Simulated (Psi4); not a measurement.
**F2 (fluorine): wB97M-V/cc-pVTZ**

What is the vertical ionisation energy of F2 (fluorine) at wB97M-V/cc-pVTZ? 

The results are computed with Psi4 1.11.

1 further run of the same task is left out (set aside as unsound or not needed).

## (1) The structure to begin with

The species is F2 (2 atoms), meant as a singlet with charge 0. SMILES: `FF`. Geometry: relaxed at PBE0-D4/def2-TZVP.

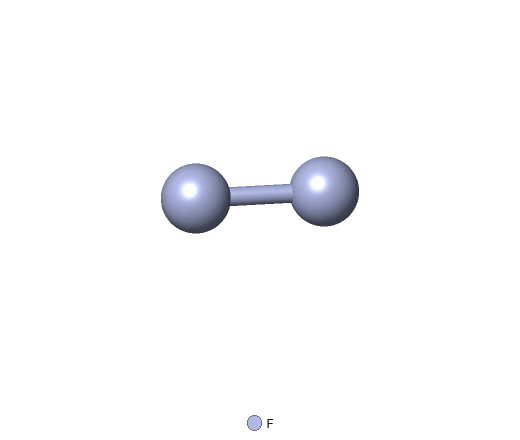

Viewed from a chosen angle; fluorine light blue.

## (2) A single-point energy at wB97M-V/cc-pVTZ

Contents of input.json:

```json
{
 "schema_name": "qcschema_input",
 "schema_version": 1,
 "molecule": {
  "schema_name": "qcschema_molecule",
  "schema_version": 2,
  "symbols": ["F", "F"],
  "geometry": [-1.10341108, 0.40137783, -0.55746921, 1.10341108, -0.40137783, 0.55746921],
  "molecular_charge": 0,
  "molecular_multiplicity": 1,
  "fix_symmetry": "c1"
 },
 "driver": "energy",
 "model": {
  "method": "wb97m-v",
  "basis": "cc-pVTZ"
 },
 "keywords": {
  "reference": "rks",
  "puream": true,
  "e_convergence": 1e-09,
  "d_convergence": 1e-08,
  "scf_type": "pk",
  "dft_radial_points": 99,
  "dft_spherical_points": 590
 }
}
```

On the command line:

```sh
$ psi4 --qcschema input.json -n 1 --memory 1600MB
```

stdout, cut to the lines that bear on the results:

```text
[...]
  Running in c1 symmetry.
[...]
  Nuclear repulsion =   31.159450805153512
[...]
  Multiplicity = 1
[...]
  Nalpha       = 9
  Nbeta        = 9
[...]
    Number of basis functions: 60
[...]
   @RKS iter   1:  -199.51687513203603   -3.67750e-01   4.31887e-03 DIIS/ADIIS
[...]
   @RKS iter   8:  -199.53672597538679   -3.69482e-13   1.04359e-09 DIIS
[...]
    Orbital Energies [Eh]
    ---------------------
    Doubly Occupied:
       1A    -25.005860     2A    -25.005845     3A     -1.496359
       4A     -1.231151     5A     -0.708311     6A     -0.659270
       7A     -0.659270     8A     -0.514620     9A     -0.514620
[...]
  @RKS Final Energy:  -199.53672597538679
   => Energetics <=
    Nuclear Repulsion Energy =             31.1594508051535115
    One-Electron Energy =                -340.1752327057068896
    Two-Electron Energy =                 124.7466085706976742
    DFT Exchange-Correlation Energy =     -15.3445903762406726
    Empirical Dispersion Energy =           0.0000000000000000
    VV10 Nonlocal Energy =                  0.0770377307096120
    Total Energy =                       -199.5367259753867870
[...]
 Multipole Moments:
 ------------------------------------------------------------------------------------
     Multipole            Electronic (a.u.)      Nuclear  (a.u.)        Total (a.u.)
 ------------------------------------------------------------------------------------
 L = 1.  Multiply by 2.5417464519 to convert [e a0] to [Debye]
 Dipole X            :          0.0000000            0.0000000            0.0000000
 Dipole Y            :         -0.0000000            0.0000000           -0.0000000
 Dipole Z            :         -0.0000000            0.0000000           -0.0000000
 Magnitude           :                                                    0.0000000
[...]
```

The result, in JSON:

```text
{
 "driver": "energy",
 "model": {
  "method": "wb97m-v",
  "basis": "cc-pVTZ"
 },
 "success": true,
 "return_result": -199.5367259753868,
 "properties": {
  "calcinfo_nbasis": 60,
  "calcinfo_nmo": 60,
  "calcinfo_nalpha": 9,
  "calcinfo_nbeta": 9,
  "calcinfo_natom": 2,
  "nuclear_repulsion_energy": 31.15945080515351,
  "return_energy": -199.5367259753868,
  "scf_one_electron_energy": -340.1752327057069,
  "scf_two_electron_energy": 124.74660857069767,
  "scf_vv10_energy": 0.07703773070961202,
  "scf_xc_energy": -15.344590376240673,
  "scf_dipole_moment": [2.3514523661560816e-13, -3.4523066051028125e-16, -6.259378326124459e-16],
  "scf_total_energy": -199.5367259753868,
  "scf_iterations": 8
 }
}
```

Run time: 9 s. Hardware: 1 thread of Intel Xeon 6975P-C (Granite Rapids), shared host; peak memory 0.71 GiB.

## (3) The doublet cation

Contents of f2.inp:

```
memory 1600 MB

molecule geom {
  1 2
  F
  F 1 1.375613
  symmetry c1
}

set basis cc-pVTZ
set reference uks
set puream true
set e_convergence 1e-09
set d_convergence 1e-08
set scf_type pk
set dft_radial_points 99
set dft_spherical_points 590
set maxiter 200

energy_value, wavefunction = energy('wb97m-v', return_wfn=True)
print_variables()
```

On the command line:

```sh
$ psi4 -n 1 f2.inp f2.out
```

f2.out, cut to the lines that bear on the results:

```text
[...]
  Running in c1 symmetry.
[...]
  Nuclear repulsion =   31.159456957930765
[...]
  Multiplicity = 2
[...]
  Nalpha       = 9
  Nbeta        = 8
[...]
    Number of basis functions: 60
[...]
   @UKS iter   1:  -198.86546569120389    2.83660e-01   8.87340e-03 DIIS/ADIIS
[...]
   @UKS iter   9:  -198.96125810548500   -5.34328e-12   5.24809e-09 DIIS
[...]
   @S^2 Observed:                7.528034873E-01
[...]
    Orbital Energies [Eh]
    ---------------------
    Alpha Occupied:
       1A    -25.568959     2A    -25.568941     3A     -2.005774
       4A     -1.739221     5A     -1.199081     6A     -1.183452
       7A     -1.141765     8A     -1.051839     9A     -1.006926
    Alpha Virtual:
      10A     -0.507812    11A      0.361722    12A      0.367829
      13A      0.383633    14A      0.500082    15A      0.520186
      16A      0.537198    17A      0.598682    18A      1.168956
      19A      1.244154    20A      1.268607    21A      1.446591
      22A      1.446775    23A      1.691193    24A      1.691600
      25A      1.736987    26A      2.168647    27A      2.196647
[...]
  @UKS Final Energy:  -198.96125810548500
   => Energetics <=
    Nuclear Repulsion Energy =             31.1594569579307645
    One-Electron Energy =                -331.2210092570912821
    Two-Electron Energy =                 116.0520241208194960
    DFT Exchange-Correlation Energy =     -15.0253172147679859
    Empirical Dispersion Energy =           0.0000000000000000
    VV10 Nonlocal Energy =                  0.0735872876239762
    Total Energy =                       -198.9612581054850011
[...]
 Multipole Moments:
 ------------------------------------------------------------------------------------
     Multipole            Electronic (a.u.)      Nuclear  (a.u.)        Total (a.u.)
 ------------------------------------------------------------------------------------
 L = 1.  Multiply by 2.5417464519 to convert [e a0] to [Debye]
 Dipole X            :          0.0000000            0.0000000            0.0000000
 Dipole Y            :          0.0000000            0.0000000            0.0000000
 Dipole Z            :          0.0000000            0.0000000            0.0000000
 Magnitude           :                                                    0.0000000
[...]
```

Run time: 12 s. Hardware: 1 thread of Intel Xeon 6975P-C (Granite Rapids), shared host; peak memory 0.72 GiB.

## (4) Outcome

At wB97M-V/cc-pVTZ:

| quantity | value |
| --- | --- |
| singlet F2: total energy | -199.53673 Eh |
| singlet F2: dipole moment | 0.00 D |
| singlet F2: HOMO energy | -14.00 eV |
| singlet F2: LUMO energy | -0.27 eV |
| singlet F2: HOMO–LUMO gap | 13.74 eV |
| doublet cation: total energy | -198.96126 Eh |
| doublet cation: HOMO energy (highest over α and β) | -26.81 eV |
| doublet cation: LUMO energy (lowest over α and β) | -17.34 eV |
| doublet cation: ⟨S²⟩ | 0.753 |
| vertical ionisation energy (to the doublet cation) | 15.659 eV |

Removing an electron at fixed nuclei costs 15.66 eV (1511 kJ/mol). −ε(HOMO) before ionisation, 14.00 eV, is 1.66 eV below this ionisation energy.
